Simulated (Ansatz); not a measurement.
# Two runs on Ru₃H₄

System: Ru₃H₄, multiplicity 3.
Method of run A: UKS PBE-D4/def2-TZVP (Ansatz 0.2.0).

The geometry: PBE-D4/def2-TZVP start. Text and figures count atoms from 1; the logs count them from 0 in places.

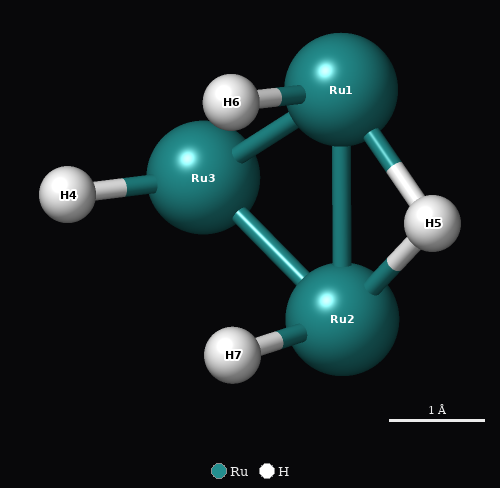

Fig. 1: The starting structure (ball-and-stick view, seen at a tilt; atoms are numbered from 1 in the order of the input). Sticks mark near contacts.

## The input, run A
```yaml
crystal:
  periodic: [false, false, false]
  atoms:
    - {symbol: Ru, position_ang: [1.435673, -0.056183, -0.422967]}
    - {symbol: Ru, position_ang: [-0.911484, -0.662891, -0.986515]}
    - {symbol: Ru, position_ang: [-0.267133, 1.443293, -0.441256]}
    - {symbol: H, position_ang: [-0.710958, 1.764074, 1.062432]}
    - {symbol: H, position_ang: [0.611327, -1.586010, -0.839068]}
    - {symbol: H, position_ang: [1.213994, -0.116978, 1.124058]}
    - {symbol: H, position_ang: [-1.371419, -0.785295, 0.503317]}
basis:
  gaussian: {orbitals: def2-TZVP}
magnetization: {spin_polarized: true, initial_magnetization: 2}
hamiltonian: {xc: pbe, dispersion: d4}
scf: {lower_state_search: "off"}
output: {orbitals: {seedname: orbitals}}
relax: {f_tol: 0.02, max_steps: 100}
```

Command:
```bash
ansatz run in.yaml --threads 4 --pin off --events-out ev --progress --plain --max-ram 3916MiB
```

Hardware: 4 threads of Arm Neoverse V1, 23 GiB of memory available, shared host.

## Output, shortened to warnings, some set-up lines, iterations and results (run A)
```
[...]
mean field evaluation 1: about -7799.8002 eV, gradient 5.7e1 eV
mean field evaluation 2: about -7448.3938 eV, gradient 2.5e2 eV
mean field evaluation 4: about -7788.8515 eV, gradient 7.9e1 eV
mean field evaluation 8: about -7813.3093 eV, gradient 7.3e-2 eV
relax step   1: F+E_penalty+E_count = -7813.62627949 eV  Δ(F+E_penalty+E_count) = +0.000e0 eV  max|allowed force component| = 8.595e-1 eV/Å  Δτ_max = 0.0000 Å  (63 SCF iters, …
[... 7 lines ...]
relax step   7: F+E_penalty+E_count = -7813.73302234 eV  Δ(F+E_penalty+E_count) = -1.388e-4 eV  max|allowed force component| = 2.122e-2 eV/Å  Δτ_max = 0.0053 Å  (36 SCF …
mean field evaluation 64: about -7813.4038 eV, gradient 1.2e-1 eV
relax step   8: F+E_penalty+E_count = -7813.73374820 eV  Δ(F+E_penalty+E_count) = -7.259e-4 eV  max|allowed force component| = 5.679e-2 eV/Å  Δτ_max = 0.0498 Å  (44 SCF …
relax step   9: F+E_penalty+E_count = -7813.73408730 eV  Δ(F+E_penalty+E_count) = -3.391e-4 eV  max|allowed force component| = 4.140e-2 eV/Å  Δτ_max = 0.0095 Å  (36 SCF …
relax step  10: F+E_penalty+E_count = -7813.73436763 eV  Δ(F+E_penalty+E_count) = -2.803e-4 eV  max|allowed force component| = 1.405e-2 eV/Å  Δτ_max = 0.0231 Å  (36 SCF …
Total energy: -7813.73442363 eV, -287.1494437288 hartree
Atom 0 at     1.384274    -0.035953    -0.361736 Å, force     0.011768    -0.002799     0.010915 eV/Å
Atom 1 at    -0.959115    -0.625431    -1.001213 Å, force    -0.005482    -0.002512     0.014055 eV/Å
Atom 2 at    -0.266134     1.529512    -0.538899 Å, force     0.000493     0.006123     0.000380 eV/Å
Atom 3 at    -0.646903     1.533384     0.997822 Å, force    -0.004222    -0.000268    -0.000612 eV/Å
Atom 4 at     0.537184    -1.544224    -0.805366 Å, force    -0.003479    -0.000351    -0.000830 eV/Å
Atom 5 at     1.288539    -0.066392     1.206228 Å, force     0.001765     0.002308    -0.012262 eV/Å
Atom 6 at    -1.337844    -0.790886     0.503165 Å, force    -0.000844    -0.002500    -0.011647 eV/Å
Dipole moment:     0.017624     0.135567    -0.529600 e Å
Checks for a lower state left out: stability, starts, cluster_reference, orbital_swaps, neighbouring_geometries, increment
```

Run B used a changed input.

## The two runs side by side

| quantity | run A | run B |
| --- | --- | --- |
| outcome | converged | converged |
| total energy (hartree) | −287.149444 | −287.141896 |
| HOMO (eV) | −3.96 | −4.21 |
| LUMO (eV) | −3.62 | −4.04 |
| dipole moment (D) | 2.63 | 2.12 |
| ⟨S²⟩ | 2.049 | 6.041 |
| largest force (eV/Å) | 0.016 | 0.011 |
| basis functions | 144 | 144 |
| wall time (shared host) | 28 s | 16 s |

Which change of the input explains these differences?

The change (lines with − go, lines with + come):
```diff
-magnetization: {spin_polarized: true, initial_magnetization: 2}
+magnetization: {spin_polarized: true, initial_magnetization: 4}
```

With the same method and basis, run B lies 4.7 kcal/mol higher. The HOMO goes from −3.96 to −4.21 eV. The LUMO goes from −3.62 to −4.04 eV. The dipole moment goes from 2.63 to 2.12 D. On the same kind of shared host run B took about 0.56 times as long.

## Output, shortened to warnings, some set-up lines, iterations and results (run B)
```
[...]
mean field evaluation 1: about -7799.4176 eV, gradient 5.6e1 eV
mean field evaluation 2: about -7463.5969 eV, gradient 2.6e2 eV
mean field evaluation 4: about -7684.7222 eV, gradient 1.6e2 eV
mean field evaluation 8: about -7812.9878 eV, gradient 2.2e0 eV
mean field evaluation 16: about -7813.0001 eV, gradient 1.9e-2 eV
mean field evaluation 32: about -7813.0001 eV, gradient 2.2e-4 eV
relax step   1: F+E_penalty+E_count = -7813.32833623 eV  Δ(F+E_penalty+E_count) = +0.000e0 eV  max|allowed force component| = 1.571e0 eV/Å  Δτ_max = 0.0000 Å  (34 SCF iters, …
relax step   2: F+E_penalty+E_count = -7813.42003781 eV  Δ(F+E_penalty+E_count) = -9.170e-2 eV  max|allowed force component| = 1.419e0 eV/Å  Δτ_max = 0.1944 Å  (41 SCF iters, …
relax step   3: F+E_penalty+E_count = -7813.52120460 eV  Δ(F+E_penalty+E_count) = -1.012e-1 eV  max|allowed force component| = 1.698e-1 eV/Å  Δτ_max = 0.0845 Å  (37 SCF …
mean field evaluation 64: about -7813.1989 eV, gradient 1.8e-6 eV
relax step   4: F+E_penalty+E_count = -7813.52661743 eV  Δ(F+E_penalty+E_count) = -5.413e-3 eV  max|allowed force component| = 3.313e-2 eV/Å  Δτ_max = 0.0418 Å  (30 SCF …
relax step   5: F+E_penalty+E_count = -7813.52855197 eV  Δ(F+E_penalty+E_count) = -1.935e-3 eV  max|allowed force component| = 4.216e-2 eV/Å  Δτ_max = 0.0408 Å  (30 SCF …
relax step   6: F+E_penalty+E_count = -7813.52898536 eV  Δ(F+E_penalty+E_count) = -4.334e-4 eV  max|allowed force component| = 9.885e-3 eV/Å  Δτ_max = 0.0219 Å  (31 SCF …
Total energy: -7813.52904260 eV, -287.1418961152 hartree
Atom 0 at     1.387301    -0.124478    -0.359916 Å, force    -0.009885     0.001620     0.004247 eV/Å
Atom 1 at    -0.869333    -0.707746    -0.901658 Å, force     0.005116     0.005484     0.007860 eV/Å
Atom 2 at    -0.264963     1.485096    -0.495228 Å, force    -0.001840     0.002604     0.004913 eV/Å
Atom 3 at    -0.689101     1.687819     1.053258 Å, force     0.001603    -0.001376    -0.005194 eV/Å
Atom 4 at     0.679744    -1.621129    -1.086103 Å, force     0.002696    -0.007947    -0.002635 eV/Å
Atom 5 at     1.214668    -0.014332     1.215670 Å, force     0.000421    -0.000382    -0.004765 eV/Å
Atom 6 at    -1.458316    -0.705221     0.573978 Å, force     0.001889    -0.000002    -0.004426 eV/Å
Dipole moment:     0.079607     0.086221    -0.424433 e Å
Checks for a lower state left out: stability, starts, cluster_reference, orbital_swaps, neighbouring_geometries, increment
```
